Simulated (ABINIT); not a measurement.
# CdSi3 (Pm-3m): zone-centre phonons

Which modes does CdSi3 (Pm-3m) have at the zone centre?

Program: ABINIT 10.8.3. Level of theory: DFT LDA, scalar-relativistic, plane waves, JTH PAW pseudopotentials. Results are calculated unless marked as measured.

The structure was built from a prototype and need not be the compound's stable phase.

**1. The structure**

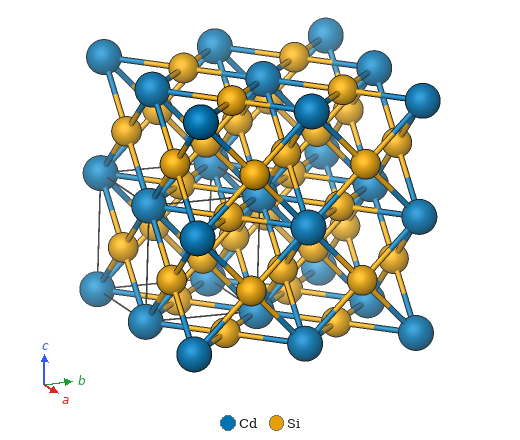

The cell as given, slightly off an axis (cadmium blue, silicon orange). 2×2×2 cells are drawn. Some periodic images of atoms are drawn too.

**2. A probe with smearing**

A first run with smearing and empty bands tells whether the crystal has a gap, which decides between fixed occupations and smearing later on.

The input, probe.abi:

```
# ground state
tolvrs 1.0d-08
prtden 1
prtwf 1

# basis, mesh and filling
ecut 18.0
pawecutdg 36.0
ngkpt 4 4 4
nshiftk 1
shiftk 0.0 0.0 0.0
istwfk *1
occopt 7
tsmear 0.005
nband 19
nstep 100
diemac 9.0
prtebands 0
prtgsr 0

# cell and atoms
acell 3*1.0 Angstrom
rprim 
    4.00665559 0.0 0.0
    0.0 4.00665559 0.0
    0.0 0.0 4.00665559
ntypat 2
znucl 48 14
natom 4
typat 1 2 2 2
xred 
    0.0 0.0 0.0
    0.0 0.5 0.5
    0.5 0.0 0.5
    0.5 0.5 0.0
pp_dirpath "./pseudo"
pseudos "Cd.xml, Si.xml"
```

Launch:

```sh
> OMP_NUM_THREADS=1 mpirun -n 4 abinit probe.abi > probe.log
```

Numbers of over 12 decimals in the logs are rounded to 6 here.

probe.abo, the main output file:

```text
[banners, grids, parts of the stress and lines that vanish by symmetry left out]
- input  file    -> probe.abi
- output file    -> probe.abo
- root for input  files -> probei
[...]
Symmetries : space group Pm -3 m (#221); Bravais cP (primitive cubic)
[...]
mpw =        1622          nfft =       27000          nkpt =          10
[...]
== DATASET  1 ==================================================================
[...]
cutoff_energies: {ecut:  18.0, pawecutdg:  36.0, }
[...]
ETOT  1  -59.583490424525    -5.958E+01 7.278E-02 2.182E+00
 ETOT  2  -59.668848654508    -8.536E-02 2.863E-02 2.516E-01
 ETOT  3  -59.667967084711     8.816E-04 3.037E-02 7.646E-02
 ETOT  4  -59.668108543195    -1.415E-04 8.530E-03 1.123E-02
 ETOT  5  -59.668297791427    -1.892E-04 4.036E-02 5.069E-04
[...]
ETOT 15  -59.668392302559    -5.935E-09 2.868E-03 2.449E-08
 ETOT 16  -59.668392304073    -1.514E-09 1.935E-03 4.157E-09
 At SCF step   16       nres2   =  4.16E-09 < tolvrs=  1.00E-08 =>converged.
[...]
sigma(1 1)= -4.17123944E-05  sigma(3 2)=  0.00000000E+00
  sigma(2 2)= -4.17123944E-05  sigma(3 1)=  0.00000000E+00
  sigma(3 3)= -4.17123944E-05  sigma(2 1)=  0.00000000E+00
[...]
convergence: {deltae: -1.514E-09, res2:  4.157E-09, residm:  1.935E-03, diffor: null, }
etotal    :  -5.96683923E+01
[...]
sigma(1 1)= -4.17123944E-05  sigma(3 2)=  0.00000000E+00
  sigma(2 2)= -4.17123944E-05  sigma(3 1)=  0.00000000E+00
  sigma(3 3)= -4.17123944E-05  sigma(2 1)=  0.00000000E+00
[...]
- sigma(1 1)= -1.22722101E+00  sigma(3 2)=  0.00000000E+00
- sigma(2 2)= -1.22722101E+00  sigma(3 1)=  0.00000000E+00
- sigma(3 3)= -1.22722101E+00  sigma(2 1)=  0.00000000E+00
[...]
fcart     -0.0000000000E+00 -0.0000000000E+00 -0.0000000000E+00
           strten     -4.1712394444E-05 -4.1712394444E-05 -4.1712394444E-05
================================================================================

[key lines of the parts left out:]
pressure_GPa:   1.2272E+00
Total energy DC (eV): -1.75696122996216E+05
```

Wall time 7.1 s (4 MPI ranks of Arm Neoverse V1, shared host).

This step gave:

| Property | Result |
| --- | --- |
| volume per atom | 16.08 Å³ |
| pressure | 1.227 GPa |
| gap on the k-mesh | 0 eV |

No gap opens on this mesh, so smearing is kept; the printed pressure holds the stress of the finite basis too.

**3. Rough relaxation**

The typed start is rough, so a first relaxation with smearing and loose thresholds takes it towards rest cheaply.

The input, prerelax.abi:

```
# relaxation
ionmov 2
optcell 2
dilatmx 1.15
chkdilatmx 0
ntime 40
tolmxf 3.0d-04
tolvrs 1.0d-10
prtwf 0
prtden 0
chksymtnons 0

# basis, mesh and filling
ecut 20.0
ecutsm 3.0
pawecutdg 40.0
ngkpt 4 4 4
nshiftk 1
shiftk 0.0 0.0 0.0
istwfk *1
occopt 7
tsmear 0.005
nband 19
nstep 100
diemac 1000000.0
prtebands 0
prtgsr 0

# cell and atoms
acell 3*1.0 Angstrom
rprim 
    4.00665559 0.0 0.0
    0.0 4.00665559 0.0
    0.0 0.0 4.00665559
ntypat 2
znucl 48 14
natom 4
typat 1 2 2 2
xred 
    0.0 0.0 0.0
    0.0 0.5 0.5
    0.5 0.0 0.5
    0.5 0.5 0.0
pp_dirpath "./pseudo"
pseudos "Cd.xml, Si.xml"
```

Launch:

```sh
> OMP_NUM_THREADS=1 mpirun -n 4 abinit prerelax.abi > prerelax.log
```

prerelax.abo, the main output file:

```text
[banners, grids, parts of the stress and lines that vanish by symmetry left out]
- input  file    -> prerelax.abi
- output file    -> prerelax.abo
- root for input  files -> prerelaxi
[...]
Symmetries : space group Pm -3 m (#221); Bravais cP (primitive cubic)
[...]
mpw =        2872          nfft =       46656          nkpt =          10
[...]
== DATASET  1 ==================================================================
[...]
cutoff_energies: {ecut:  20.0, pawecutdg:  40.0, }
[...]
ETOT  1  -59.583415538219    -5.958E+01 9.289E-02 4.278E+00
 ETOT  2  -59.668898641903    -8.548E-02 4.655E-02 6.452E-01
 ETOT  3  -59.667424510103     1.474E-03 7.831E-03 2.246E-01
 ETOT  4  -59.667989370340    -5.649E-04 4.987E-03 8.717E-02
 ETOT  5  -59.668391218056    -4.018E-04 7.286E-02 1.755E-03
[...]
At SCF step   17       nres2   =  4.73E-11 < tolvrs=  1.00E-10 =>converged.
[...]
ETOT 12  -59.668687923543    -3.186E-10 1.490E-06 3.636E-11
 At SCF step   12       nres2   =  3.64E-11 < tolvrs=  1.00E-10 =>converged.
[...]
sigma(1 1)= -6.83325814E-07  sigma(3 2)=  0.00000000E+00
  sigma(2 2)= -6.83325814E-07  sigma(3 1)=  0.00000000E+00
  sigma(3 3)= -6.83325814E-07  sigma(2 1)=  0.00000000E+00
[...]
convergence: {deltae: -3.186E-10, res2:  3.636E-11, residm:  1.490E-06, diffor: null, }
etotal    :  -5.96686879E+01
[...]
At Broyd/MD step   3, gradients are converged :
[...]
sigma(1 1)= -6.83325814E-07  sigma(3 2)=  0.00000000E+00
  sigma(2 2)= -6.83325814E-07  sigma(3 1)=  0.00000000E+00
  sigma(3 3)= -6.83325814E-07  sigma(2 1)=  0.00000000E+00
[...]
- sigma(1 1)= -2.01041395E-02  sigma(3 2)=  0.00000000E+00
- sigma(2 2)= -2.01041395E-02  sigma(3 1)=  0.00000000E+00
- sigma(3 3)= -2.01041395E-02  sigma(2 1)=  0.00000000E+00
[...]
fcart     -0.0000000000E+00 -0.0000000000E+00 -0.0000000000E+00
           strten     -6.8332581419E-07 -6.8332581419E-07 -6.8332581419E-07
================================================================================

[key lines of the parts left out:]
pressure_GPa:   2.0104E-02
Total energy DC (eV): -1.75696131040432E+05
```

Elapsed: 23 s, on 4 MPI ranks; 90 s of CPU time.

Step by step:

| step | energy less that of the first step (eV) | largest force (eV/Å) | volume (Å³) |
| --- | --- | --- | --- |
| 1 | 0.0000 | 0.0000 | 64.32 |
| 2 | -0.0022 | 0.0000 | 64.61 |
| 3 | -0.0044 | 0.0000 | 65.28 |

| conventional cell, symmetrised | before | after | change |
| --- | --- | --- | --- |
| a (Å) | 4.007 | 4.027 | +0.5 % |
| b (Å) | 4.007 | 4.027 | +0.5 % |
| c (Å) | 4.007 | 4.027 | +0.5 % |
| volume (Å³/atom) | 16.08 | 16.32 | +1.5 % |

The relaxed structure:

```cif
data_structure
_symmetry_space_group_name_H-M 'P 1'
_symmetry_Int_Tables_number 1
_cell_length_a 4.0266
_cell_length_b 4.0266
_cell_length_c 4.0266
_cell_angle_alpha 90.000
_cell_angle_beta 90.000
_cell_angle_gamma 90.000
_cell_volume 65.28
loop_
_atom_site_label
_atom_site_type_symbol
_atom_site_fract_x
_atom_site_fract_y
_atom_site_fract_z
_atom_site_occupancy
Cd1 Cd 0.00000 0.00000 0.00000 1
Si2 Si 0.00000 0.50000 0.50000 1
Si3 Si 0.50000 0.00000 0.50000 1
Si4 Si 0.50000 0.50000 0.00000 1
```

Numbers from this step:

```yaml
volume_per_atom: 16.32 Å³
pressure: 0.02010 GPa
```

The volume changes by +1.5 % in this run and stands +1.5 % from the first cell.

**4. Relaxation**

The harmonic expansion needs vanishing forces, and a free crystal bears no stress, so cell and atoms are brought to rest. Stress is more sensitive to the basis than forces are: the last 3 Ha under the cutoff are smoothed with ecutsm, and the cutoff is raised above that of the later runs.

The input, relax.abi:

```
# relaxation
ionmov 2
optcell 2
dilatmx 1.08
ntime 40
tolmxf 1.0d-05
tolvrs 1.0d-14
prtwf 0
prtden 0
chksymtnons 0

# basis, mesh and filling
ecut 24.0
ecutsm 3.0
pawecutdg 48.0
ngkpt 6 6 6
nshiftk 1
shiftk 0.0 0.0 0.0
istwfk *1
occopt 7
tsmear 0.01
nband 19
nstep 100
diemac 1000000.0
prtebands 0
prtgsr 0

# cell and atoms
acell 3*1.0 Angstrom
rprim 
    4.026583587 0.0 0.0
    0.0 4.026583587 0.0
    0.0 0.0 4.026583587
ntypat 2
znucl 48 14
natom 4
typat 1 2 2 2
xred 
    0.0 0.0 0.0
    0.0 0.5 0.5
    0.5 0.0 0.5
    0.5 0.5 0.0
pp_dirpath "./pseudo"
pseudos "Cd.xml, Si.xml"
```

Launch:

```sh
> OMP_NUM_THREADS=1 mpirun -n 4 abinit relax.abi > relax.log
```

relax.abo, the main output file:

```text
[banners, grids, parts of the stress and lines that vanish by symmetry left out]
- input  file    -> relax.abi
- output file    -> relax.abo
- root for input  files -> relaxi
[...]
Symmetries : space group Pm -3 m (#221); Bravais cP (primitive cubic)
[...]
mpw =        3136          nfft =       64000          nkpt =          20
[...]
== DATASET  1 ==================================================================
[...]
cutoff_energies: {ecut:  24.0, pawecutdg:  48.0, }
[...]
ETOT  1  -59.548416486885    -5.955E+01 1.122E-01 5.501E+00
 ETOT  2  -59.658039607106    -1.096E-01 2.509E-02 8.742E-01
 ETOT  3  -59.656795314649     1.244E-03 1.242E-02 3.165E-01
 ETOT  4  -59.657475166917    -6.799E-04 1.546E-02 1.252E-01
 ETOT  5  -59.657920129478    -4.450E-04 1.017E-01 2.294E-03
[...]
At SCF step   38       nres2   =  1.77E-15 < tolvrs=  1.00E-14 =>converged.
[...]
sigma(1 1)= -5.11686588E-05  sigma(3 2)=  0.00000000E+00
  sigma(2 2)= -5.11686588E-05  sigma(3 1)=  0.00000000E+00
  sigma(3 3)= -5.11686588E-05  sigma(2 1)=  0.00000000E+00
[...]
convergence: {deltae:  8.527E-14, res2:  1.774E-15, residm:  6.243E-04, diffor: null, }
etotal    :  -5.96580973E+01
[...]
ETOT  1  -59.658434940053    -5.966E+01 8.553E-04 5.149E-02
[...]
At SCF step   27       nres2   =  1.84E-15 < tolvrs=  1.00E-14 =>converged.
[...]
sigma(1 1)= -3.78994856E-05  sigma(3 2)=  0.00000000E+00
  sigma(2 2)= -3.78994856E-05  sigma(3 1)=  0.00000000E+00
  sigma(3 3)= -3.78994856E-05  sigma(2 1)=  0.00000000E+00
[...]
convergence: {deltae:  1.066E-13, res2:  1.842E-15, residm:  1.792E-04, diffor: null, }
etotal    :  -5.96581878E+01
[...]
ETOT  1  -59.660425095666    -5.966E+01 1.173E-03 4.351E-01
[...]
At SCF step   37       nres2   =  6.89E-15 < tolvrs=  1.00E-14 =>converged.
[...]
sigma(1 1)= -8.53110969E-07  sigma(3 2)=  0.00000000E+00
  sigma(2 2)= -8.53110969E-07  sigma(3 1)=  0.00000000E+00
  sigma(3 3)= -8.53110969E-07  sigma(2 1)=  0.00000000E+00
[...]
convergence: {deltae:  6.040E-13, res2:  6.889E-15, residm:  1.073E-05, diffor: null, }
etotal    :  -5.96583017E+01
[...]
ETOT  1  -59.658302911138    -5.966E+01 9.426E-06 2.299E-04
[...]
ETOT 14  -59.658301776566    -3.766E-13 2.987E-06 1.303E-14
 ETOT 15  -59.658301776564     1.812E-12 1.822E-06 3.849E-16
 At SCF step   15       nres2   =  3.85E-16 < tolvrs=  1.00E-14 =>converged.
[...]
sigma(1 1)= -1.49092528E-08  sigma(3 2)=  0.00000000E+00
  sigma(2 2)= -1.49092528E-08  sigma(3 1)=  0.00000000E+00
  sigma(3 3)= -1.49092528E-08  sigma(2 1)=  0.00000000E+00
[...]
convergence: {deltae:  1.812E-12, res2:  3.849E-16, residm:  1.822E-06, diffor: null, }
etotal    :  -5.96583018E+01
[...]
At Broyd/MD step   4, gradients are converged :
[...]
sigma(1 1)= -1.49092528E-08  sigma(3 2)=  0.00000000E+00
  sigma(2 2)= -1.49092528E-08  sigma(3 1)=  0.00000000E+00
  sigma(3 3)= -1.49092528E-08  sigma(2 1)=  0.00000000E+00
[...]
- sigma(1 1)= -4.38645361E-04  sigma(3 2)=  0.00000000E+00
- sigma(2 2)= -4.38645361E-04  sigma(3 1)=  0.00000000E+00
- sigma(3 3)= -4.38645361E-04  sigma(2 1)=  0.00000000E+00
[...]
fcart     -0.0000000000E+00 -0.0000000000E+00 -0.0000000000E+00
           strten     -1.4909252794E-08 -1.4909252793E-08 -1.4909252797E-08
================================================================================

[key lines of the parts left out:]
pressure_GPa:   4.3865E-04
Total energy DC (eV): -1.75695848418975E+05
```

It took 1.9 min on 4 MPI ranks.

Relaxation path:

| step | energy less that of the first step (eV) | largest force (eV/Å) | volume (Å³) |
| --- | --- | --- | --- |
| 1 | 0.0000 | 0.0000 | 65.28 |
| 2 | -0.0025 | 0.0000 | 65.59 |
| 3 | -0.0056 | 0.0000 | 66.47 |
| 4 | -0.0056 | 0.0000 | 66.49 |

| conventional cell, symmetrised | before | after | change |
| --- | --- | --- | --- |
| a (Å) | 4.027 | 4.051 | +0.6 % |
| b (Å) | 4.027 | 4.051 | +0.6 % |
| c (Å) | 4.027 | 4.051 | +0.6 % |
| volume (Å³/atom) | 16.32 | 16.62 | +1.8 % |

Final coordinates:

```xyz
4
Lattice="4.0512 0.0000 0.0000 0.0000 4.0512 0.0000 0.0000 0.0000 4.0512" Properties=species:S:1:pos:R:3 pbc="T T T"
Cd    0.0000    0.0000    0.0000
Si    0.0000    2.0256    2.0256
Si    2.0256    0.0000    2.0256
Si    2.0256    2.0256    0.0000
```

Read from the output:

- volume per atom: 16.62 Å³
- pressure: 4.39e-4 GPa

The volume changes by +1.8 % in this run and stands +3.4 % from the first cell.

**5. Self-consistent run for the response**

First-order wavefunctions inherit every error of the ground state, hence the very tight tolvrs. Smearing stays on, as the first look found no gap above 0.3 eV.

The input, gs.abi:

```
# ground state
tolvrs 1.0d-16
prtden 1
prtwf 1

# basis, mesh and filling
ecut 18.0
pawecutdg 36.0
ngkpt 6 6 6
nshiftk 1
shiftk 0.0 0.0 0.0
istwfk *1
occopt 7
tsmear 0.01
nband 19
nstep 100
diemac 1000000.0
prtebands 0
prtgsr 0

# cell and atoms
acell 3*1.0 Angstrom
rprim 
    4.051156726 0.0 0.0
    0.0 4.051156726 0.0
    0.0 0.0 4.051156726
ntypat 2
znucl 48 14
natom 4
typat 1 2 2 2
xred 
    0.0 0.0 0.0
    0.0 0.5 0.5
    0.5 0.0 0.5
    0.5 0.5 0.0
pp_dirpath "./pseudo"
pseudos "Cd.xml, Si.xml"
```

Launch:

```sh
> OMP_NUM_THREADS=1 mpirun -n 4 abinit gs.abi > gs.log
```

gs.abo, the main output file:

```text
[banners, grids, parts of the stress and lines that vanish by symmetry left out]
- input  file    -> gs.abi
- output file    -> gs.abo
- root for input  files -> gsi
[...]
Symmetries : space group Pm -3 m (#221); Bravais cP (primitive cubic)
[...]
mpw =        1659          nfft =       27000          nkpt =          20
[...]
== DATASET  1 ==================================================================
[...]
cutoff_energies: {ecut:  18.0, pawecutdg:  36.0, }
[...]
ETOT  1  -59.572764308194    -5.957E+01 1.157E-01 2.514E+00
 ETOT  2  -59.657914408860    -8.515E-02 2.125E-02 3.161E-01
 ETOT  3  -59.657176889193     7.375E-04 1.440E-02 1.193E-01
 ETOT  4  -59.657540306993    -3.634E-04 1.209E-02 3.389E-02
 ETOT  5  -59.657819483855    -2.792E-04 7.014E-02 5.746E-04
[...]
ETOT 34  -59.657923878809    -4.476E-13 4.110E-04 2.382E-16
 ETOT 35  -59.657923878809     9.237E-14 1.576E-04 3.072E-17
 At SCF step   35       nres2   =  3.07E-17 < tolvrs=  1.00E-16 =>converged.
[...]
sigma(1 1)=  7.86230174E-06  sigma(3 2)=  0.00000000E+00
  sigma(2 2)=  7.86230174E-06  sigma(3 1)=  0.00000000E+00
  sigma(3 3)=  7.86230174E-06  sigma(2 1)=  0.00000000E+00
[...]
convergence: {deltae:  9.237E-14, res2:  3.072E-17, residm:  1.576E-04, diffor: null, }
etotal    :  -5.96579239E+01
[...]
sigma(1 1)=  7.86230174E-06  sigma(3 2)=  0.00000000E+00
  sigma(2 2)=  7.86230174E-06  sigma(3 1)=  0.00000000E+00
  sigma(3 3)=  7.86230174E-06  sigma(2 1)=  0.00000000E+00
[...]
- sigma(1 1)=  2.31316903E-01  sigma(3 2)=  0.00000000E+00
- sigma(2 2)=  2.31316903E-01  sigma(3 1)=  0.00000000E+00
- sigma(3 3)=  2.31316903E-01  sigma(2 1)=  0.00000000E+00
[...]
fcart     -0.0000000000E+00 -0.0000000000E+00 -0.0000000000E+00
           strten      7.8623017400E-06  7.8623017400E-06  7.8623017400E-06
================================================================================

[key lines of the parts left out:]
pressure_GPa:  -2.3132E-01
Total energy DC (eV): -1.75695838135853E+05
```

Run time: 19 s. Hardware: 4 MPI ranks.

Read from the output:

- pressure: -0.2313 GPa

The cell stands at -0.23 GPa: the relaxation ran with a smoothed and higher cutoff, and the difference is a stress of the finite basis.

(Continued in part 2 of 3.)

[Host names and launcher messages were left out of these logs when they were recorded.]

[Logs are printed without paths, hosts, clocks, repeated set-up lines and the standing remarks that a program may print on its own settings, such as how far it seeks lower states.]

[Hosts, paths, dates, database ids (printed as entryN), source tags and the programs' standing remarks are cut or masked in the printed files.]
